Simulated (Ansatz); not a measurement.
BrClH$_{2}$Si···HF

Input

```
crystal:
  periodic: [false, false, false]
  atoms:
    - { symbol: Si, position_ang: [-0.1275, 0.6157, 0.2702] }
    - { symbol: F, position_ang: [-0.1338, -1.3786, 0.4427] }
    - { symbol: H, position_ang: [-1.4331, 0.6285, -0.3423] }
    - { symbol: H, position_ang: [0.9593, 1.5431, 0.0427] }
    - { symbol: Cl, position_ang: [-0.3261, 0.7172, 2.2759] }
    - { symbol: H, position_ang: [0.2717, -1.7081, -0.6352] }
    - { symbol: Br, position_ang: [0.7894, -0.4177, -2.0541] }
basis:
  gaussian: { orbitals: def2-SVP }
hamiltonian:
  xc: r2scan
relax:
  f_tol: 0.15
  max_steps: 25
  restrain:
    - { distance: [0, 6], at: 2.31, k: 30.0 }
    - { distance: [5, 1], at: 0.88, k: 30.0 }
    - { distance: [0, 1], at: 2.98, k: 30.0 }
    - { distance: [5, 6], at: 2.81, k: 30.0 }
output:
  orbitals: {}
```

Command:

```sh
ansatz run input.yaml --threads 2 --pin off --max-ram 3072MiB --backend cpu --events-out ev --progress --plain --runs-dir out
```

The fields are those of the run's last geometry, not of the input's.

Not at a stationary point (largest force 1.1 eV/Å).

All numbers below come from RKS r2SCAN/def2-SVP in Ansatz 0.2.0.

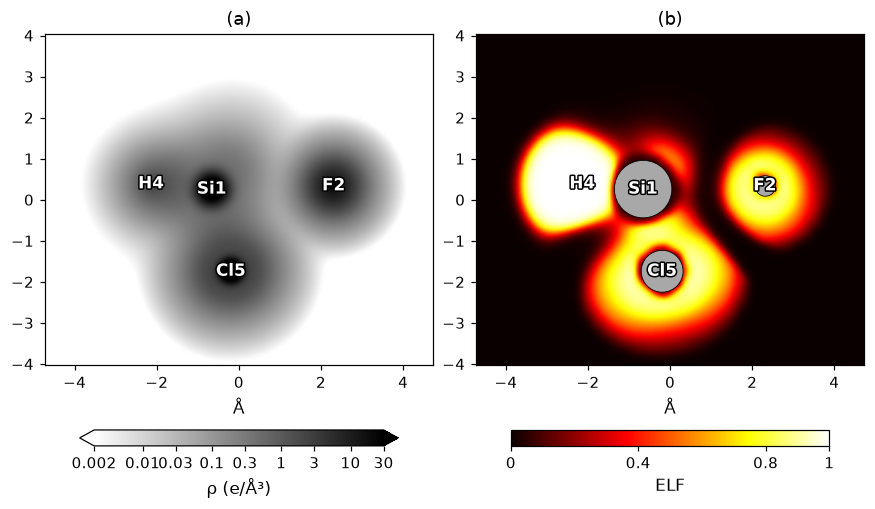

Figure 1. (a) total electron density; (b) ELF on the plane of atoms H4, Si1 and Cl5. Grey discs cover the atomic cores in the ELF map.

Question: Interpret the plot.

Answer: Atoms in the plane: Si, F, H and Cl. Si1···F2 (2.98 Å): the density falls to about 0.07 e/Å³ on the way; the ELF dips to about 0.05 between them. Si–Cl (2.05 Å): the density is about 0.86 e/Å³ at the midpoint; the ELF peaks at about 0.85 between the atoms (a polar covalent bond). Si–H (1.49 Å): ρ is about 0.8 e/Å³ halfway; the ELF climbs to about 1 towards the hydrogen, as it does in any bond to H. The ELF also peaks beside Cl5, away from the bonds: lone-pair regions.

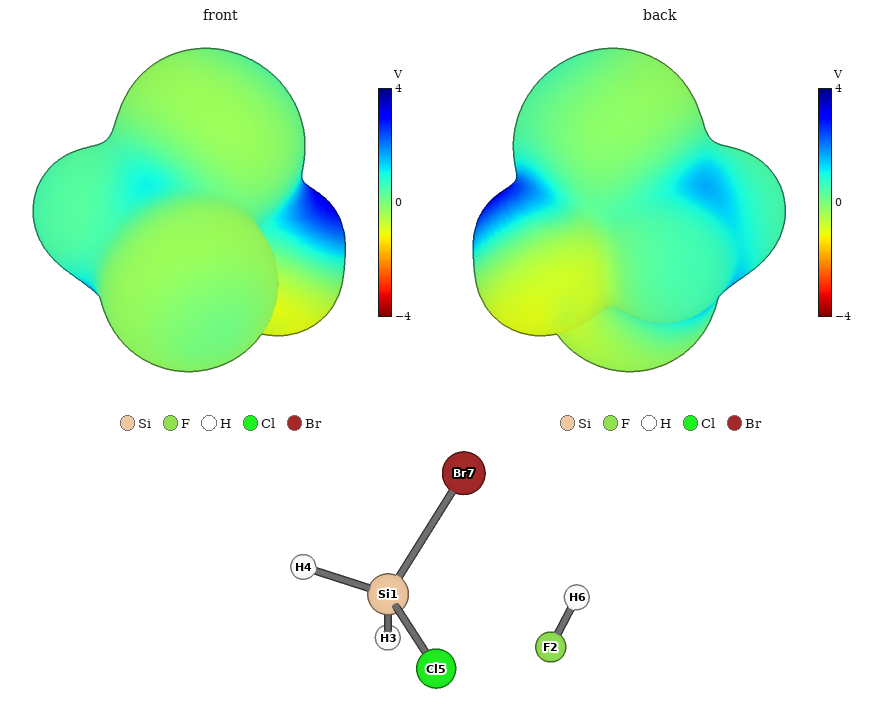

Figure 2. The molecular electrostatic potential painted on the density surface at 0.002 e/bohr³, seen from the front and from behind; red is negative and blue positive. The bare structure is drawn below in the same view.

Question: Where is the surface potential most negative and most positive?

Answer: The most negative region (about −1.0 V) lies over F2, the most positive (about +3.0 V) over H6.

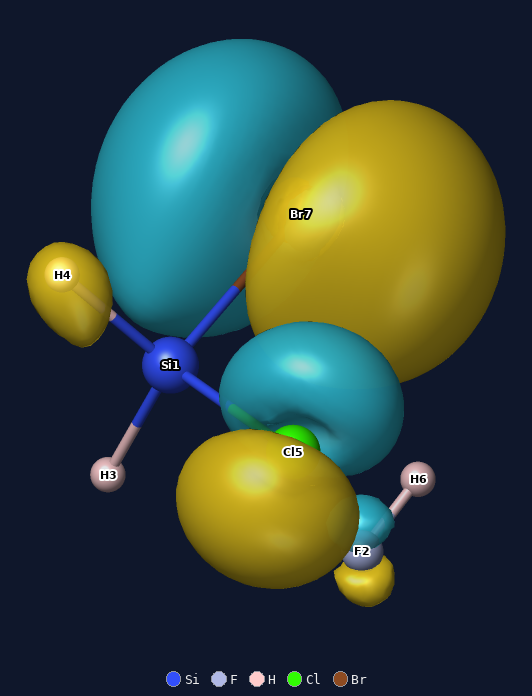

Figure 3. The HOMO−1 at ±0.08 Å⁻³ᐟ² (yellow and cyan are the two phases), seen at an oblique angle.

Question: What is the character of this orbital?

Answer: It lies mainly on Br7 (about 80 %) and Cl5 (about 10 %); largely a lone pair of Br7. Its energy is −7.81 eV.
